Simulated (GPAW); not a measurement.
# Quasiparticle gap of LiHF2 (C2/m) in GPAW, part 2 of 2

How does a plane-wave GW calculation on LiHF2 (C2/m) run from the first input to the gap?

GPAW 26.7.0; LDA and many-body steps on it, plane waves. Known limits of the many-body steps: not at the basis limit; coarse k mesh.

So far. Step 3 (Bands along the symmetry lines): The gap is 8.168 eV, +0.017 eV from the run before at this level. Step 4 (Empty states on the mesh, 4×4×2 mesh, 49 bands): On this mesh the gap is 8.168 eV.

## Step 5: Screening and self-energy, 4×4×2 mesh, 39 bands, screening to 65 eV

G0W0 replaces the xc potential by the self-energy, built once from these orbitals. Only a window of levels is corrected, while the sums run over the empty bands that the input names.

This step: G0W0 on LDA, plane waves, PAW.

run.py

```python
import json
import numpy as np
from gpaw.mpi import world
from gpaw.response.g0w0 import G0W0

gw = G0W0('full.gpw',
    filename='gw',
    kpts=[0, 1],
    bands=(6, 10),
    ecut=65,
    nbands=39,
    integrate_gamma='WS',
    ppa=True)
gw.calculate()
res = {mode: {k: v for k, v in r.items() if k != 'sigma_eskwn'}
       for mode, r in gw.all_results.items()}

if world.rank == 0:
    with open('result.json', 'w') as f:
        json.dump(res, f, default=lambda x: x.tolist())
```

On the command line:

```
mpirun -n 4 gpaw python run.py
```

Numbers of over 12 decimals in the logs are rounded to 6 here.

Log:

```text
Using integrator: PointIntegrator
FrequencyGridDescriptor(from 0.000+0.000j to 0.000+27.211j eV, 2 points)
Nonperiodic BCs:  [False False False]
Using integrator: PointIntegrator
FrequencyGridDescriptor(from 0.000+0.000j to 0.000+27.211j eV, 2 points)
Nonperiodic BCs:  [False False False]
  ___  _ _ _
 |   || | | |
 | | || | | |
 |__ ||_____|
 |___|

BZ k-points: Symmetries present (total): 4

  [... matrices ...]
32 k-points: 4 x 4 x 2 Monkhorst-Pack grid + [1/8,1/8,1/4]
14 k-points in the irreducible part of the Brillouin zone
       k-points in crystal coordinates                weights
   0:     0.00000000    0.00000000    0.00000000          1/32
   1:     0.00000000    0.00000000    0.50000000          1/32
   2:     0.25000000   -0.25000000    0.00000000          2/32
   3:     0.25000000   -0.25000000    0.50000000          2/32
   4:     0.25000000    0.00000000    0.00000000          4/32
   5:     0.25000000    0.00000000    0.50000000          4/32
   6:     0.25000000    0.25000000    0.00000000          2/32
   7:     0.25000000    0.25000000    0.50000000          2/32
   8:     0.50000000    0.00000000    0.00000000          2/32
   9:     0.50000000    0.00000000    0.50000000          2/32
          ...
  13:     0.50000000    0.50000000    0.50000000          1/32

Distributing spins, k-points and bands (1 x 2 x 4) over 4 processes
Number of blocks: 1

Quasi particle states:
k-points (IBZ indices): [0, 1]
Band range: (6, 10)
  [... matrices ...]
Computational parameters:
Plane wave cut-off: 65 eV
Number of bands: 39
Coulomb cutoff: None
Broadening: 0.1 eV

fxc modes: GW
Kernel: RPA
Using Godby-Needs plasmon-pole approximation:
  Fitting energy: i*E0, E0 = 1.000 Hartree
Summing all q:

Calculating screened Coulomb potential
No Coulomb truncation
FrequencyGridDescriptor(from 0.000+0.000j to 0.000+27.211j eV, 2 points)
Removing empty qpoint cache files...

Calculating chi0 body with:
    Ground state adapter containing:
    Number of spins: 1
    Number of kpoints: 32
    Number of irreducible kpoints: 14
    Number of completely occupied states: 8
    Number of partially occupied states: 8
    Occupied states memory: 1.107421875 M / cpu

    Linear response parametrization:
    q_c: [0.0, 0.0, 0.0]
    Number of frequency points: 2
    Planewave cutoff: 65.0
    Number of bands: 39
    Number of planewaves: 33
    Broadening (eta): 1e-06
    comm.size: 4
    kncomm.size: 4
    blockcomm.size: 1

    Memory estimate of potentially large arrays:
        chi0_wGG: 0.033234 M / cpu
Integrating chi0 body.

Symmetries of q_c:
    Direct symmetries (Uq -> q): 4
    Indirect symmetries (TUq -> q): 0
In total 4 allowed symmetries.

  [... matrices ...]
14 groups of equivalent kpoints. 56.25% reduction.

Integral kind: response function
Integrating chi0 head and wings.

Symmetries of q_c:
    Direct symmetries (Uq -> q): 4
    Indirect symmetries (TUq -> q): 0
In total 4 allowed symmetries.

  [... matrices ...]
14 groups of equivalent kpoints. 56.25% reduction.

Integral kind: response function wings

Calculating chi0 body with:
    Ground state adapter containing:
    Number of spins: 1
    Number of kpoints: 32
    Number of irreducible kpoints: 14
    Number of completely occupied states: 8
    Number of partially occupied states: 8
    Occupied states memory: 1.107421875 M / cpu

    Linear response parametrization:
[... the further q-points ...]

Results:
f:      Occupation numbers
eps:     KS-eigenvalues [eV]
vxc:     KS vxc [eV]
exx:     Exact exchange [eV]
sigma:   Self-energies [eV]
dsigma:  Self-energy derivatives
Z:       Renormalization factors
qp:      QP-energies [eV]

k-point 0 (0): (0.000, 0.000, 0.000)                GW
band       f     eps     vxc     exx   sigma  dsigma       Z      qp
                                                                   GW
   6   1.000  -2.793 -24.021 -31.837   4.746  -0.201   0.833  -5.350
   7   1.000  -2.682 -24.983 -31.950   4.394  -0.191   0.839  -4.841
   8   0.000   5.578 -12.087  -6.954  -2.736  -0.112   0.899   7.733
   9   0.000   9.812  -9.432  -3.720  -2.917  -0.109   0.902  12.332

k-point 1 (1): (0.000, 0.000, 0.500)                GW
band       f     eps     vxc     exx   sigma  dsigma       Z      qp
                                                                   GW
   6   1.000  -2.708 -23.944 -31.695   4.716  -0.199   0.834  -5.239
   7   1.000  -2.590 -24.247 -32.001   4.749  -0.200   0.834  -5.095
   8   0.000   6.701 -11.603  -6.279  -2.659  -0.114   0.897   9.092
   9   0.000   9.466 -13.441  -7.689  -2.851  -0.123   0.890  12.049
```

Elapsed: 9.8 s, on 4 MPI ranks of Arm Neoverse V1, shared host; peak memory 0.81 GiB.

This step gave:

| Quantity | Value |
| --- | --- |
| G0W0 gap on the points computed | 12.57 eV |
| least direct G0W0 gap on the computed points | 12.57 eV |
| Z at the valence top | 0.8394 |
| Z at the conduction bottom | 0.8991 |
| starting gap on the mesh | 8.168 eV |
| k of the valence top | 0, 0, 0 |
| k of the conduction bottom | 0, 0, 0 |

The gap on the mesh goes from 8.17 eV to 12.57 eV, a correction of +4.41 eV.

Limits: finite bands, cutoff and mesh; coarse k mesh. v1 is the top filled band, c1 the lowest empty one. Levels before and after the correction, in eV, zero at the valence-band top of each column:

|  | conduction bottom | valence top |
| --- | --- | --- |
| Kohn-Sham | 8.17 | 0.00 |
| G0W0 | 12.57 | 0.00 |

|  | level | energy (eV) |
| --- | --- | --- |
| Kohn-Sham | Γ v2 | -0.202 |
| Kohn-Sham | Γ v1 | -0.091 |
| Kohn-Sham | Γ c1 | 8.168 |
| Kohn-Sham | Γ c2 | 12.402 |
| G0W0 | Γ v2 | -0.509 |
| G0W0 | Γ v1 | 0.000 |
| G0W0 | Γ c1 | 12.574 |
| G0W0 | Γ c2 | 17.173 |

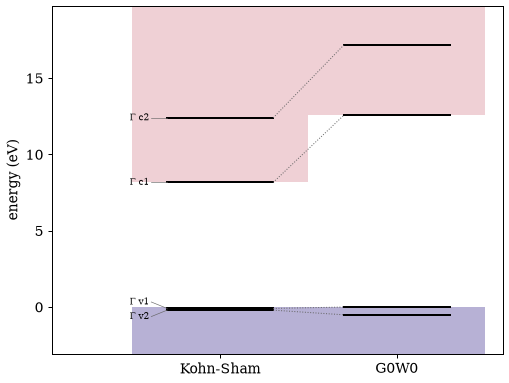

Levels before and after the correction. Shaded: valence and conduction bands.

## Step 6: Where the time went

Times are wall times on 4 MPI ranks of Arm Neoverse V1, shared host, good to a factor of about two.

| step | time | share | memory (GiB) |
| --- | --- | --- | --- |
| ground state | 19 s | 41 % | 0.64 |
| bands along the symmetry lines | 8.4 s | 18 % | 0.63 |
| empty states on the mesh | 9.1 s | 20 % | 0.61 |
| screening and self-energy | 9.8 s | 21 % | 0.81 |

## Step 7: Summary of results

| Quantity | Value |
| --- | --- |
| LDA gap | 8.15 eV, indirect |
| G0W0 gap on the mesh | 12.57 eV |
| GW settings | 4×4×2 mesh, 39 bands, screening to 65 eV, Godby-Needs plasmon pole |
| known limits | not at the basis limit; coarse k mesh |

What this shows: G0W0 moves the gap on the mesh from 8.17 eV to 12.57 eV (+4.41 eV), with Z of 0.84 and 0.90 at the edges. Only 2 of the mesh's irreducible points were corrected, so a valley elsewhere could overtake. The dearest step here is «ground state». Bands and cutoff are finite, so the gap is not at the basis limit. The miss can reach some tenths of an eV and take either sign; the mesh is an error of its own. These stock PAW sets were not made for GW. In the G0W0 run levels were corrected at 2 k points alone, so a gap called «on the mesh» is the least over those, and an edge elsewhere would be missed. The 4×4×2 mesh is coarse for this cell, which bears on the long-range parts of exchange and screening.

[Paths, hosts, dates, memory and timing lines, banners, echoed tables and standing remarks are left out of the program output.]

[Logs are printed without paths, hosts, clocks, repeated set-up lines and the standing remarks that a program may print on its own settings, such as how far it seeks lower states.]

[Runs of the session that timed out or met a known fault of the program may be left out.]

[Hosts, paths, dates, database ids (printed as entryN), source tags and the programs' standing remarks are cut or masked in the printed files.]
